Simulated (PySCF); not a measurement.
# One shape, several levels: SiH2Br− (SMILES [SiH2-]Br)

Wanted: a comparison of 6 runs (MP2/STO-6G, BCCD(T)/STO-6G, CCSDT/STO-6G, CISD/STO-6G, CCSD(T)/STO-6G, FCI/STO-6G) of SiH2Br−. Input form: a Python script.

The calculation is run with PySCF 2.14.0.

6 further runs of the same task are left out: 6 set aside as unsound or not needed.

## 1. The molecule

SiH2Br− has 4 atoms, charge -1, and is taken as a singlet. SMILES: `[SiH2-]Br`. The Si1–Br2 distance was set to 3.638 Å, away from the relaxed value. At this shape a bond of the SMILES string is far longer than usual.

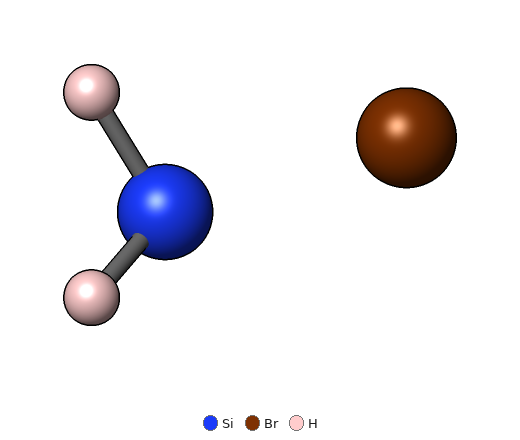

The structure, seen from a chosen angle (silicon blue, bromine brown, hydrogen pink).

## 2. The energy at MP2/STO-6G (run 1)

File start.xyz:

```xyz
4
BrH2Si
Si    -1.131786    -0.378835    -1.384643
Br     1.687710    -0.271360     0.911070
H     -2.149726    -0.565815    -0.303843
H     -1.225676     1.108535    -1.518293
```

File calc.py:

```python
from pyscf import gto, scf, mp

mol = gto.Mole()
mol.atom = 'start.xyz'
mol.basis = 'sto-6g'
mol.verbose = 3
mol.charge = -1
mol.max_memory = 1860
mol.build()

myscf = scf.RHF(mol)
myscf.conv_tol = 1e-10
myscf.kernel()
if not myscf.converged:
    myscf = myscf.newton().run(myscf.mo_coeff, myscf.mo_occ)

pt = mp.MP2(myscf, frozen=14).run()
e_final = pt.e_tot
print('Final energy', e_final)
```

On the command line:

```sh
$ OMP_NUM_THREADS=1 python calc.py
```

The program printed:

```text
converged SCF energy = -2848.47766408452
E(RMP2) = -2848.51054593969  E_corr = -0.0328818551651967
E(SCS-RMP2) = -2848.51690070182  E_corr = -0.0392366173000532
Final energy -2848.5105459396877
```

Wall time 1.4 s (1 thread of Arm Neoverse V1, shared host); peak memory 0.12 GiB.

## 3. The energy at BCCD(T)/STO-6G (run 2)

File run.py:

```python
from pyscf import gto, cc
from pyscf.cc.bccd import bccd_kernel_

system = gto.M(
    atom='''
Si    -2.138766    -0.715894    -2.616596
Br     3.189310    -0.512796     1.721673
H     -4.062393    -1.069235    -0.574180
H     -2.316192     2.094828    -2.869158
''',
    charge=-1,
    verbose=3,
    unit='bohr',
    max_memory=1860,
    basis='sto-6g',
)

mf = system.RHF()
mf.conv_tol = 1e-10
mf.kernel()
if not mf.converged:
    mf = mf.newton().run(mf.mo_coeff, mf.mo_occ)

mycc = cc.CCSD(mf, frozen=14).run()
mycc = bccd_kernel_(mycc, diis=True)
e_t = mycc.ccsd_t()
e_final = mycc.e_tot + e_t
print('E = %.10f Eh' % e_final)
```

On the command line:

```sh
$ OMP_NUM_THREADS=1 python run.py
```

The program printed:

```text
converged SCF energy = -2848.4776640767
E(CCSD) = -2848.528757081358  E_corr = -0.05109300466148297
BCCD loop starts.

******** <class 'pyscf.cc.ccsd.CCSD'> ********
CC2 = 0
CCSD nocc = 12, nmo = 15
frozen orbitals 14
max_cycle = 50
direct = 0
conv_tol = 1e-07
conv_tol_normt = 1e-05
diis_space = 6
diis_start_cycle = 0
diis_start_energy_diff = 1e+09
Init E_corr(CCSD) = -0.0510341439955772
cycle = 1  E_corr(CCSD) = -0.0521274329276512  dE = -0.00109328893  norm(t1,t2) = 0.0187742
cycle = 2  E_corr(CCSD) = -0.0519233517181139  dE = 0.00020408121  norm(t1,t2) = 0.00659015
cycle = 3  E_corr(CCSD) = -0.0519170377571282  dE = 6.31396099e-06  norm(t1,t2) = 0.0039438
cycle = 4  E_corr(CCSD) = -0.051808381092309  dE = 0.000108656665  norm(t1,t2) = 0.00163345
cycle = 5  E_corr(CCSD) = -0.0517874252865482  dE = 2.09558058e-05  norm(t1,t2) = 0.000495212
cycle = 6  E_corr(CCSD) = -0.0517825825228366  dE = 4.84276371e-06  norm(t1,t2) = 0.000249046
cycle = 7  E_corr(CCSD) = -0.0517881178159973  dE = -5.53529316e-06  norm(t1,t2) = 9.21231e-05
cycle = 8  E_corr(CCSD) = -0.0517896235524445  dE = -1.50573645e-06  norm(t1,t2) = 4.0533e-05
cycle = 9  E_corr(CCSD) = -0.0517901391272075  dE = -5.15574763e-07  norm(t1,t2) = 1.99165e-05
cycle = 10  E_corr(CCSD) = -0.051789655806356  dE = 4.83320852e-07  norm(t1,t2) = 8.66517e-06
cycle = 11  E_corr(CCSD) = -0.0517895908333602  dE = 6.49729958e-08  norm(t1,t2) = 3.40573e-06
CCSD converged
E(CCSD) = -2848.528741685059  E_corr = -0.05178959083336022
BCC iter:    0  E:   -2848.528741685059  dE:    1.540e-05  |t1|:    1.461e-03

******** <class 'pyscf.cc.ccsd.CCSD'> ********
CC2 = 0
CCSD nocc = 12, nmo = 15
frozen orbitals 14
max_cycle = 50
direct = 0
conv_tol = 1e-07
conv_tol_normt = 1e-05
diis_space = 6
diis_start_cycle = 0
diis_start_energy_diff = 1e+09
Init E_corr(CCSD) = -0.0517643596077594
cycle = 1  E_corr(CCSD) = -0.0517232344504807  dE = 4.11251573e-05  norm(t1,t2) = 0.00124159
cycle = 2  E_corr(CCSD) = -0.0517338999516559  dE = -1.06655012e-05  norm(t1,t2) = 0.00034262
cycle = 3  E_corr(CCSD) = -0.0517340542695067  dE = -1.54317851e-07  norm(t1,t2) = 0.000189966
cycle = 4  E_corr(CCSD) = -0.0517381389666319  dE = -4.08469713e-06  norm(t1,t2) = 7.54933e-05
cycle = 5  E_corr(CCSD) = -0.0517389707853185  dE = -8.31818687e-07  norm(t1,t2) = 2.88088e-05
cycle = 6  E_corr(CCSD) = -0.0517389203794486  dE = 5.040587e-08  norm(t1,t2) = 1.53982e-05
cycle = 7  E_corr(CCSD) = -0.0517384729309031  dE = 4.47448545e-07  norm(t1,t2) = 4.6877e-06
cycle = 8  E_corr(CCSD) = -0.051738397763762  dE = 7.51671411e-08  norm(t1,t2) = 2.22041e-06
CCSD converged
E(CCSD) = -2848.528743077606  E_corr = -0.05173839776376202
BCC iter:    1  E:   -2848.528743077606  dE:   -1.393e-06  |t1|:    1.351e-04

******** <class 'pyscf.cc.ccsd.CCSD'> ********
CC2 = 0
CCSD nocc = 12, nmo = 15
frozen orbitals 14
max_cycle = 50
direct = 0
conv_tol = 1e-07
conv_tol_normt = 1e-05
diis_space = 6
diis_start_cycle = 0
diis_start_energy_diff = 1e+09
Init E_corr(CCSD) = -0.0517400436036759
cycle = 1  E_corr(CCSD) = -0.0517432654463108  dE = -3.22184263e-06  norm(t1,t2) = 0.000108527
cycle = 2  E_corr(CCSD) = -0.0517426117160921  dE = 6.53730219e-07  norm(t1,t2) = 2.45842e-05
cycle = 3  E_corr(CCSD) = -0.0517425161471974  dE = 9.55688947e-08  norm(t1,t2) = 1.112e-05
cycle = 4  E_corr(CCSD) = -0.0517422351252931  dE = 2.81021904e-07  norm(t1,t2) = 5.25742e-06
cycle = 5  E_corr(CCSD) = -0.051742162795238  dE = 7.23300551e-08  norm(t1,t2) = 1.63308e-06
CCSD converged
E(CCSD) = -2848.528743011316  E_corr = -0.05174216279523802
BCC iter:    2  E:   -2848.528743011316  dE:    6.629e-08  |t1|:    5.232e-06
CCSD(T) correction = -0.00017542091842538
E = -2848.5289184322 Eh
```

It took 1.8 s on 1 thread of Arm Neoverse V1, shared host; peak memory 0.12 GiB.

Runs 3 to 5 aren't shown in full; the table further down has their settings and results.

## 4. The energy at FCI/STO-6G (run 6)

File run.py:

```python
from pyscf import gto, scf, mcscf
from pyscf import fci

mol = gto.M(
    atom=[
    ('Si', (-1.131786, -0.378835, -1.384643)),
    ('Br', (1.687710, -0.271360, 0.911070)),
    ('H', (-2.149726, -0.565815, -0.303843)),
    ('H', (-1.225676, 1.108535, -1.518293)),
],
    spin=0,
    verbose=3,
    basis='sto-6g',
    charge=-1,
    max_memory=1860,
)

mf = scf.RHF(mol)
mf.conv_tol = 1e-10
mf.kernel()
if not mf.converged:
    mf = mf.newton().run(mf.mo_coeff, mf.mo_occ)

cas = mcscf.CASCI(mf, mf.mo_coeff.shape[-1] - 14, (mol.nelec[0] - 14, mol.nelec[1] - 14))  # full CI above the frozen core
cas.fcisolver = fci.direct_spin0.FCI(mol)  # even spin states alone
cas.kernel()
print('<S^2> = %.4f' % cas.fcisolver.spin_square(cas.ci, cas.ncas, cas.nelecas)[0])
etot = cas.e_tot
print('E = %.10f Eh' % etot)
```

On the command line:

```sh
$ OMP_NUM_THREADS=1 python run.py
```

The program printed:

```text
converged SCF energy = -2848.47766408452
CASCI E = -2848.52901168669  E(CI) = -172.385978415151  S^2 = 0.0000000
<S^2> = 0.0000
E = -2848.5290116867 Eh
```

Run time: 5.7 s. Hardware: 1 thread of Arm Neoverse V1, shared host; peak memory 0.16 GiB.

## 5. All runs side by side

| run | level | energy (Eh) | HOMO energy (eV) | LUMO energy (eV) | HOMO–LUMO gap (eV) | wall time |
| --- | --- | --- | --- | --- | --- | --- |
| 1 | MP2/STO-6G | -2848.510546 | 1.86 | 10.46 | 8.61 | 1.4 s |
| 2 | BCCD(T)/STO-6G | -2848.528918 | – | – | – | 1.8 s |
| 3 | CCSDT/STO-6G | -2848.528974 | 1.86 | 10.46 | 8.61 | 2.6 s |
| 4 | CISD/STO-6G | -2848.527233 | 1.86 | 10.46 | 8.61 | 1.3 s |
| 5 | CCSD(T)/STO-6G | -2848.528921 | 1.86 | 10.46 | 8.61 | 1.4 s |
| 6 | FCI/STO-6G | -2848.529012 | 1.86 | 10.46 | 8.61 | 5.7 s |

## 6. What came out

```
                                                    quantity           value
                                         run 6: total energy  -2848.52901 Eh
                  run 6: HOMO energy (Hartree–Fock orbitals)         1.86 eV
                  run 6: LUMO energy (Hartree–Fock orbitals)        10.46 eV
run 6: HOMO–LUMO gap (to an unbound level, set by the basis)         8.61 eV
         run 6: correlation energy (14 core orbitals frozen)       -51.3 mEh
```

What this shows: Against full CI in this basis: MP2 +18.5 mEh; BCCD(T) +0.1 mEh; CCSDT +0.0 mEh; CISD +1.8 mEh; CCSD(T) +0.1 mEh. In runs 1, 3, 4, 5, 6 the HOMO lies above zero, so the outermost electron may be held by the basis alone. In runs 1, 2, 3, 4, 5, 6 the basis is minimal, so the values are rough. All runs together took 14 s, the longest 5.7 s.
